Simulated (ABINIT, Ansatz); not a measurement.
**How the form of the self-energy moves the gap of KRb2ScF6 (Fm-3m)**

Aim: compare treatments of exchange, screening and correlation for the gap of KRb2ScF6 (Fm-3m).

Calculated with ABINIT 10.8.3; LDA and many-body steps on it, plane waves.

### 1. The structure

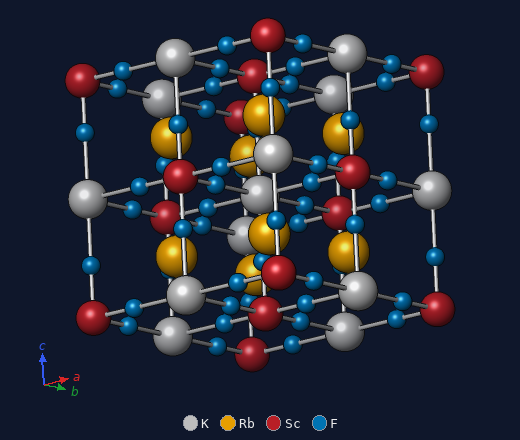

The cell as given, from a free direction (potassium light grey, rubidium orange, scandium red, fluorine blue). This picture shows the conventional cell, with its axes. Some periodic images of atoms are drawn too.

The cell and positions come from the Crystallography Open Database and are kept as given unless a step says otherwise.

### 2. Empty states on the mesh, 2×2×2 mesh, 456 bands

This step: ABINIT 10.8.3; DFT, LDA, plane waves, norm-conserving pseudopotentials.

The sums over transitions need many empty states on a uniform mesh; this step solves for them.

run.abi reads:

```
acell 3*1.0 Angstrom
rprim 
  0.000000000000 4.509500000000 4.509500000000
  4.509500000000 0.000000000000 4.509500000000
  4.509500000000 4.509500000000 0.000000000000
ntypat 4
znucl 19 37 21 9
natom 10
typat 1 2 2 3 4 4 4 4 4 4
xred 
  0.500000000000 0.500000000000 0.500000000000
  0.250000000000 0.250000000000 0.250000000000
  0.750000000000 0.750000000000 0.750000000000
  0.000000000000 -0.000000000000 0.000000000000
  0.780000000000 0.220000000000 0.220000000000
  0.220000000000 0.780000000000 0.220000000000
  0.220000000000 0.780000000000 0.780000000000
  0.780000000000 0.220000000000 0.780000000000
  0.220000000000 0.220000000000 0.780000000000
  0.780000000000 0.780000000000 0.220000000000
pp_dirpath "pseudos"
pseudos "K.upf, Rb.upf, Sc.upf, F.upf"
ecut 36
ngkpt 2 2 2
nshiftk 1
shiftk 0 0 0
kptopt 1
chksymbreak 0
iscf -2
irdden 1
istwfk *1
nband 456
nbdbuf 40
tolwfr 1e-09
nstep 60
prtvol 0
indata_prefix "in"
outdata_prefix "out"
tmpdata_prefix "tmp"
```

Launch:

```sh
$ OMP_NUM_THREADS=2 mpirun -n 3 abinit run.abi > log
```

Numbers of over 12 decimals in the logs are rounded to 6 here.

Output:

```text
.Version 10.8.3 of ABINIT. v10.8.2 released Aug 2026.

 Symmetries : space group Fm -3 m (#225); Bravais cF (face-center cubic)
[... echo of the input left out ...]
== DATASET  1 ==================================================================
-   mpi_nproc: 3, omp_nthreads: 2 (-1 if OMP is not activated)

--- !DatasetInfo
iteration_state: {dtset: 1, }
dimensions: {natom: 10, nkpt: 3, mband: 456, nsppol: 1, nspinor: 1, nspden: 1, mpw: 12776, }
cutoff_energies: {ecut:  36.0, pawecutdg:  -1.0, }
[...]
3.47168    3.47171    3.47199    3.48068    3.48072    3.48109    3.48653    3.48671
   3.48772    3.49744    3.49763    3.50222    3.51664    3.51732    3.54634    3.55784
 prteigrs : prtvol=0 or 1, do not print more k-points.

== END DATASET(S) ==============================================================
================================================================================

 -outvars: echo values of variables after computation  --------
            nband         456
             nkpt           3
          spgroup         225
 [... the other variables as echoed above ...]

 Calculation completed.
```

The job ended after 5.6 min (3 MPI ranks of Intel Xeon 6975P-C (Granite Rapids), shared host; peak memory 0.7 GiB; 26 min of CPU time).

This step gave:

```
gap                                                           : 6.248 eV
k of the valence top                                          : 0, 0, 0
k of the conduction bottom                                    : 0, 0, 0
least direct gap                                              : 6.248 eV
k points computed                                             : 3
lowest point of the top converged band, above the valence top : 89.9687 eV
```

On this mesh the gap is 6.248 eV.

The density comes from a self-consistent run that is not shown.

### 3. Screening, 2×2×2 mesh, 193 bands, screening to 141.5 eV

The RPA dielectric matrix is built and inverted for each q.

This step: RPA screening on LDA, plane waves, norm-conserving pseudopotentials.

run.abi: that of step 2 with these lines changed.

```diff
@@ -28,10 +28,11 @@
 chksymbreak 0
-iscf -2
-irdden 1
 istwfk *1
-nband 456
-nbdbuf 40
-tolwfr 1e-09
-nstep 60
-prtvol 0
+occopt 1
+irdwfk 1
+optdriver 3
+nband 193
+ecuteps 5.2
+inclvkb 2
+awtr 1
+symchi 1
 indata_prefix "in"
```

Launch:

```sh
$ OMP_NUM_THREADS=1 mpirun -n 8 abinit run.abi > log
```

Output:

```text
.Version 10.8.3 of ABINIT. v10.8.2 released Aug 2026.

 Symmetries : space group Fm -3 m (#225); Bravais cF (face-center cubic)
[... echo of the input left out ...]
== DATASET  1 ==================================================================
-   mpi_nproc: 8, omp_nthreads: 1 (-1 if OMP is not activated)

--- !DatasetInfo
iteration_state: {dtset: 1, }
dimensions: {natom: 10, nkpt: 3, mband: 193, nsppol: 1, nspinor: 1, nspden: 1, mpw: 12776, }
cutoff_energies: {ecut:  36.0, pawecutdg:  -1.0, }
electrons: {nelect:   8.00000000E+01, charge:   0.00000000E+00, occopt:   1.00000000E+00, tsmear:   1.00000000E-02, }

 SCREENING: Calculation of the susceptibility and dielectric matrices

 Based on a program developped by R.W. Godby, V. Olevano, G. Onida, and L. Reining.
 Incorporated in ABINIT by V. Olevano, G.-M. Rignanese, and M. Torrent.
.Using double precision arithmetic ; gwpc =  8

[... cell and pseudopotentials left out ...]
--------------------------------------------------------------------------------

 ==== K-mesh for the wavefunctions ====
 Number of points in the irreducible wedge :     3
[... list of points left out ...]
 Together with 48 symmetry operations and time-reversal symmetry
 yields     8 points in the full Brillouin Zone.

 ==== Q-mesh for the screening function ====
 Number of points in the irreducible wedge :     3
[... list of points left out ...]
 Together with 48 symmetry operations and time-reversal symmetry
 yields     8 points in the full Brillouin Zone.

 setmesh: FFT mesh size selected  =    45x   45x   45
          total number of points  =        91125

 vcoul_init : cutoff-mode = AUXILIARY_FUNCTION
 q-points for optical limit:   1
     1)      0.000010    0.000020    0.000030

- screening: taking advantage of time-reversal symmetry
- Maximum band index for partially occupied states nbvw = 40
- Remaining bands to be divided among processors   nbcw = 153
- Number of bands treated by each node ~19

 Number of electrons calculated from density =   80.0000; Expected =   80.0000
 average of density, n =  0.064637
 r_s =    1.5458
 omega_plasma =   24.5242 [eV]

 calculating chi0 at frequencies [eV] :
  1    0.000000E+00    0.000000E+00
  2    0.000000E+00    2.452419E+01

--------------------------------------------------------------------------------
  q-point number  1        q = ( 0.000000, 0.000000, 0.000000) [r.l.u.]
--------------------------------------------------------------------------------
[... chi0 elements left out ...]
 For q-point:  0.000010 0.000020 0.000030
  dielectric constant =   2.0758
  dielectric constant without local fields =   2.3067

  Average fulfillment of the sum rule on Im[epsilon] for q-point    1 :     49.83  [%]
[... wings left out ...]
  q-point number  2        q = ( 0.500000, 0.000000, 0.000000) [r.l.u.]
--------------------------------------------------------------------------------
[... chi0 elements left out ...]
  Average fulfillment of the sum rule on Im[epsilon] for q-point    2 :     54.57  [%]

 [... 1 further q-points ...]
```

Wall time 56 s (8 MPI ranks); peak memory 4.4 GiB.

Numbers from this step:

```yaml
eps_infinity_with_local_fields_on_this_mesh_along_the_program_s_q_direction: 2.076
the_same_without_local_fields: 2.307
plasma_frequency: 24.52 eV
plane_waves_in_the_screening_matrix: 725
```

Local fields lower ε∞ by 10 %. On a Γ-centred mesh this coarse the value itself is usually too large, while a short band sum pulls it down.

### 4. G0W0, Godby-Needs plasmon pole

The self-energy is evaluated for the states that the input lists, and the levels follow from it, in one-shot runs by the linearised quasiparticle equation.

This step: G0W0 on LDA, plane waves, norm-conserving pseudopotentials.

run.abi: that of step 3 with these lines changed.

```diff
@@ -31,8 +31,15 @@
 irdwfk 1
-optdriver 3
+optdriver 4
 nband 193
+gwcalctyp 0
+ecutsigx 36
+symsigma 1
+nkptgw 1
+kptgw 
+  0.0000000000 0.0000000000 0.0000000000
+bdgw 
+  38 44
 ecuteps 5.2
-inclvkb 2
-awtr 1
-symchi 1
+irdscr 1
+ppmodel 1
 indata_prefix "in"
```

Output:

```text
.Version 10.8.3 of ABINIT. v10.8.2 released Aug 2026.

 Symmetries : space group Fm -3 m (#225); Bravais cF (face-center cubic)
[... echo of the input left out ...]
== DATASET  1 ==================================================================
-   mpi_nproc: 8, omp_nthreads: 1 (-1 if OMP is not activated)

--- !DatasetInfo
iteration_state: {dtset: 1, }
dimensions: {natom: 10, nkpt: 3, mband: 193, nsppol: 1, nspinor: 1, nspden: 1, mpw: 12776, }
cutoff_energies: {ecut:  36.0, pawecutdg:  -1.0, }
electrons: {nelect:   8.00000000E+01, charge:   0.00000000E+00, occopt:   1.00000000E+00, tsmear:   1.00000000E-02, }

 SIGMA: Calculation of the GW corrections

 Based on a program developped by R.W. Godby, V. Olevano, G. Onida, and L. Reining.
 Incorporated in ABINIT by V. Olevano, G.-M. Rignanese, and M. Torrent.
.Using double precision arithmetic ; gwpc =  8

[... cell and pseudopotentials left out ...]
--------------------------------------------------------------------------------

 ==== K-mesh for the wavefunctions ====
 Number of points in the irreducible wedge :     3
[... list of points left out ...]
 Together with 48 symmetry operations and time-reversal symmetry
 yields     8 points in the full Brillouin Zone.

 ==== Q-mesh for screening function ====
 Number of points in the irreducible wedge :     3
[... list of points left out ...]
 Together with 48 symmetry operations and time-reversal symmetry
 yields     8 points in the full Brillouin Zone.

 vcoul_init : cutoff-mode = AUXILIARY_FUNCTION
 q-points for optical limit:   1
     1)      0.000010    0.000020    0.000030
 setmesh: FFT mesh size selected  =    72x   72x   72
          total number of points  =       373248

 Number of electrons calculated from density =   80.0000; Expected =   80.0000
 average of density, n =  0.064637
 r_s =    1.5458
 omega_plasma =   24.5242 [eV]

 === KS Band Gaps ===
  >>>> For spin  1
   Minimum direct gap =   6.2485 [eV], located at k-point      :   0.0000  0.0000  0.0000
   Fundamental gap    =   6.2485 [eV], Top of valence bands at :   0.0000  0.0000  0.0000
                                       Bottom of conduction at :   0.0000  0.0000  0.0000
 SIGMA fundamental parameters:
 PLASMON POLE MODEL  1
 number of plane-waves for SigmaX                12675
 number of plane-waves for SigmaC and W            725
 number of plane-waves for wavefunctions         12675
 number of bands                                   193
 number of independent spin polarizations            1
 number of spinorial components                      1
 number of k-points in IBZ                           3
 number of q-points in IBZ                           3
 number of symmetry operations                      48
 number of k-points in BZ                            8
 number of q-points in BZ                            8
 number of frequencies for dSigma/dE                 9
 frequency step for dSigma/dE [eV]                0.25
 number of omega for Sigma on real axis              0
 max omega for Sigma on real axis  [eV]           0.00
 zcut for avoiding poles [eV]                     0.10

 EPSILON^-1 parameters (SCR file):
 dimension of the eps^-1 matrix on file            725
 dimension of the eps^-1 matrix used               725
 number of plane-waves for wavefunctions         12675
 number of bands                                   193
 number of q-points in IBZ                           3
 number of frequencies                               2
 number of real frequencies                          1
 number of imag frequencies                          1

 matrix elements of self-energy operator (all in [eV])

 Perturbative Calculation

--- !SelfEnergy_ee
iteration_state: {dtset: 1, }
kpoint     : [   0.000,    0.000,    0.000, ]
spin       : 1
KS_gap     :    6.248
QP_gap     :    9.826
Delta_QP_KS:    3.578
data: !SigmaeeData |
     Band     E0 <VxcDFT>   SigX SigC(E0)      Z dSigC/dE  Sig(E)    E-E0       E
       38  -1.466 -22.167 -29.504   5.243   0.801  -0.248 -23.844  -1.677  -3.144
       39  -1.466 -22.167 -29.504   5.243   0.801  -0.248 -23.844  -1.677  -3.144
       40  -1.466 -22.167 -29.504   5.243   0.801  -0.248 -23.844  -1.677  -3.144
       41   4.782  -8.792  -4.068  -2.603   0.897  -0.115  -6.891   1.901   6.683
       42   6.042 -17.944  -9.843  -3.643   0.835  -0.197 -14.220   3.724   9.767
       43   6.042 -17.944  -9.843  -3.643   0.835  -0.197 -14.220   3.724   9.767
       44   6.042 -17.944  -9.843  -3.643   0.835  -0.197 -14.220   3.724   9.767

== END DATASET(S) ==============================================================
================================================================================

 -outvars: echo values of variables after computation  --------
           etotal      0.0000000000E+00
            nband         193
             nkpt           3
          spgroup         225
 [... the other variables as echoed above ...]

 Calculation completed.
```

The job ended after 16 s (8 MPI ranks; peak memory 3.3 GiB; 2.1 min of CPU time).

Numbers from this step:

| Item | Value |
| --- | --- |
| G0W0 gap on the points computed | 9.827 eV |
| starting gap on the mesh | 6.248 eV |
| k of the valence top | 0, 0, 0 |
| k of the conduction bottom | 0, 0, 0 |
| Z at the valence top | 0.801 |
| Z at the conduction bottom | 0.897 |
| least direct G0W0 gap on the computed points | 9.827 eV |

The gap on the mesh goes from 6.25 eV to 9.83 eV, a correction of +3.58 eV.

### 5. G0W0, von der Linden-Horsch plasmon pole

run.abi: that of step 4 with these lines changed.

```diff
@@ -43,3 +43,3 @@
 irdscr 1
-ppmodel 1
+ppmodel 3
 indata_prefix "in"
```

Output:

```text
.Version 10.8.3 of ABINIT. v10.8.2 released Aug 2026.

 Symmetries : space group Fm -3 m (#225); Bravais cF (face-center cubic)
[... echo of the input left out ...]
== DATASET  1 ==================================================================
-   mpi_nproc: 8, omp_nthreads: 1 (-1 if OMP is not activated)

--- !DatasetInfo
iteration_state: {dtset: 1, }
dimensions: {natom: 10, nkpt: 3, mband: 193, nsppol: 1, nspinor: 1, nspden: 1, mpw: 12776, }
cutoff_energies: {ecut:  36.0, pawecutdg:  -1.0, }
electrons: {nelect:   8.00000000E+01, charge:   0.00000000E+00, occopt:   1.00000000E+00, tsmear:   1.00000000E-02, }

 SIGMA: Calculation of the GW corrections

 Based on a program developped by R.W. Godby, V. Olevano, G. Onida, and L. Reining.
 Incorporated in ABINIT by V. Olevano, G.-M. Rignanese, and M. Torrent.
.Using double precision arithmetic ; gwpc =  8

[... cell and pseudopotentials left out ...]
--------------------------------------------------------------------------------

 ==== K-mesh for the wavefunctions ====
 Number of points in the irreducible wedge :     3
[... list of points left out ...]
 Together with 48 symmetry operations and time-reversal symmetry
 yields     8 points in the full Brillouin Zone.

 ==== Q-mesh for screening function ====
 Number of points in the irreducible wedge :     3
[... list of points left out ...]
 Together with 48 symmetry operations and time-reversal symmetry
 yields     8 points in the full Brillouin Zone.

 vcoul_init : cutoff-mode = AUXILIARY_FUNCTION
 q-points for optical limit:   1
     1)      0.000010    0.000020    0.000030
 setmesh: FFT mesh size selected  =    72x   72x   72
          total number of points  =       373248

 Number of electrons calculated from density =   80.0000; Expected =   80.0000
[...]
number of q-points in BZ                            8
 number of frequencies for dSigma/dE                 9
 frequency step for dSigma/dE [eV]                0.25
 number of omega for Sigma on real axis              0
 max omega for Sigma on real axis  [eV]           0.00
 zcut for avoiding poles [eV]                     0.10

 EPSILON^-1 parameters (SCR file):
 dimension of the eps^-1 matrix on file            725
 dimension of the eps^-1 matrix used               725
 number of plane-waves for wavefunctions         12675
 number of bands                                   193
 number of q-points in IBZ                           3
 number of frequencies                               2
 number of real frequencies                          1
 number of imag frequencies                          1

 matrix elements of self-energy operator (all in [eV])

 Perturbative Calculation

--- !SelfEnergy_ee
iteration_state: {dtset: 1, }
kpoint     : [   0.000,    0.000,    0.000, ]
spin       : 1
KS_gap     :    6.248
QP_gap     :    9.996
Delta_QP_KS:    3.748
data: !SigmaeeData |
     Band     E0 <VxcDFT>   SigX SigC(E0)      Z dSigC/dE  Sig(E)    E-E0       E
       38  -1.466 -22.167 -29.504   5.142   0.892  -0.121 -24.125  -1.958  -3.424
       39  -1.466 -22.167 -29.504   5.142   0.892  -0.121 -24.125  -1.958  -3.424
       40  -1.466 -22.167 -29.504   5.142   0.892  -0.121 -24.125  -1.958  -3.424
       41   4.782  -8.792  -4.068  -2.825   0.943  -0.061  -7.002   1.790   6.572
       42   6.042 -17.944  -9.843  -3.659   0.908  -0.101 -13.910   4.034  10.076
       43   6.042 -17.944  -9.843  -3.659   0.908  -0.101 -13.910   4.034  10.076
       44   6.042 -17.944  -9.843  -3.659   0.908  -0.101 -13.910   4.034  10.076

== END DATASET(S) ==============================================================
================================================================================

 -outvars: echo values of variables after computation  --------
           etotal      0.0000000000E+00
            nband         193
             nkpt           3
          spgroup         225
 [... the other variables as echoed above ...]

 Calculation completed.
```

Run time: 15 s. Hardware: 8 MPI ranks; peak memory 3.2 GiB; 2 min of CPU time.

This step gave:

* G0W0 gap on the points computed: 9.996 eV
* starting gap on the mesh: 6.248 eV
* k of the valence top: 0, 0, 0
* k of the conduction bottom: 0, 0, 0
* Z at the valence top: 0.892
* Z at the conduction bottom: 0.943
* least direct G0W0 gap on the computed points: 9.996 eV

Against G0W0 in ABINIT (2×2×2 mesh, 193 bands, screening to 141.5 eV, Godby-Needs plasmon pole), the gap moves by +0.169 eV.

### 6. G0W0, Engel-Farid plasmon pole

run.abi: that of step 5 with these lines changed.

```diff
@@ -43,3 +43,3 @@
 irdscr 1
-ppmodel 3
+ppmodel 4
 indata_prefix "in"
```

Output:

```text
.Version 10.8.3 of ABINIT. v10.8.2 released Aug 2026.

 Symmetries : space group Fm -3 m (#225); Bravais cF (face-center cubic)
[... echo of the input left out ...]
== DATASET  1 ==================================================================
-   mpi_nproc: 8, omp_nthreads: 1 (-1 if OMP is not activated)

--- !DatasetInfo
iteration_state: {dtset: 1, }
dimensions: {natom: 10, nkpt: 3, mband: 193, nsppol: 1, nspinor: 1, nspden: 1, mpw: 12776, }
cutoff_energies: {ecut:  36.0, pawecutdg:  -1.0, }
[...]
42   6.042 -17.944  -9.843  -3.572   0.862  -0.161 -14.042   3.902   9.944
       43   6.042 -17.944  -9.843  -3.572   0.862  -0.161 -14.042   3.902   9.944
       44   6.042 -17.944  -9.843  -3.572   0.862  -0.161 -14.042   3.902   9.944

== END DATASET(S) ==============================================================
================================================================================

 -outvars: echo values of variables after computation  --------
           etotal      0.0000000000E+00
            nband         193
             nkpt           3
          spgroup         225
 [... the other variables as echoed above ...]

 Calculation completed.
```

Elapsed: 13 s, on 8 MPI ranks; peak memory 3.3 GiB.

Numbers from this step:

| Item | Value |
| --- | --- |
| G0W0 gap on the points computed | 9.82 eV |
| starting gap on the mesh | 6.248 eV |
| k of the valence top | 0, 0, 0 |
| k of the conduction bottom | 0, 0, 0 |
| least direct G0W0 gap on the computed points | 9.82 eV |

Against G0W0 in ABINIT (2×2×2 mesh, 193 bands, screening to 141.5 eV, Godby-Needs plasmon pole), the gap moves by −0.007 eV.

(Continued in part 2 of 2.)

[Paths, hosts, dates, memory and timing lines, banners, echoed tables and standing remarks are left out of the program output.]

[Logs are printed without paths, hosts, clocks, repeated set-up lines and the standing remarks that a program may print on its own settings, such as how far it seeks lower states.]

[Runs of the session that timed out or met a known fault of the program may be left out.]

[Hosts, paths, dates, database ids (printed as entryN), source tags and the programs' standing remarks are cut or masked in the printed files.]

[G0W0 gaps are taken among the corrected bands and points alone; a level outside them can change the order at an edge.]

[Where Ansatz stands beside ABINIT at settings called matched, ABINIT's density can come from a denser mesh and the files from another edition; pairs whose starting gaps differed by over 0.03 eV were left out, so agreement reads better than it is.]
